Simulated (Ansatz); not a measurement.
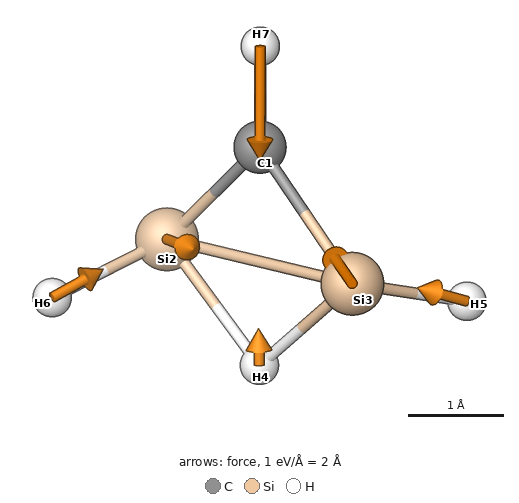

Starting geometry of CH$_{4}$Si$_{2}$ with the computed forces as orange arrows. A ball-and-stick model, seen at a tilt.

It is one of the separated reactants of a reaction.

Theory: RKS PBE0-D4/def2-TZVP (Ansatz 0.2.0). Settings: force threshold 0.005 eV/Å; at most 200 steps.

Is this structure relaxed? If not, where do the atoms go?

It isn't relaxed: the largest force vector, on H7, is 0.63 eV/Å. The final displacements have little in common with the starting forces (cosine between the two patterns 0.25). The largest moves after the best rigid fit, 1.63 Å, are those of H4 and H6. Largest moves by element: H 1.63 Å, Si 0.92 Å, C 0.25 Å. Among the contacts that change: Si2–H4 1.743 → 3.567 Å, Si3–H6 3.327 → 1.589 Å, Si2–H6 1.528 → 1.872 Å, Si3–H4 1.740 → 1.487 Å. New bonds form: Si3–H6 (3.33 → 1.59 Å). Bond angles that change, for instance: Si2–Si3–H4 40.5° → 123.4°, C1–Si3–H4 83.7° → 121.4°, Si2–Si3–H5 102.0° → 123.4°. The energy falls by 1.980 eV in 39 accepted moves (44 points after the start). The largest force component goes from 0.45 to 0.0017 eV/Å. The line search rejected the trial steps at points 9, 15, 23, 25, 39 of the run.
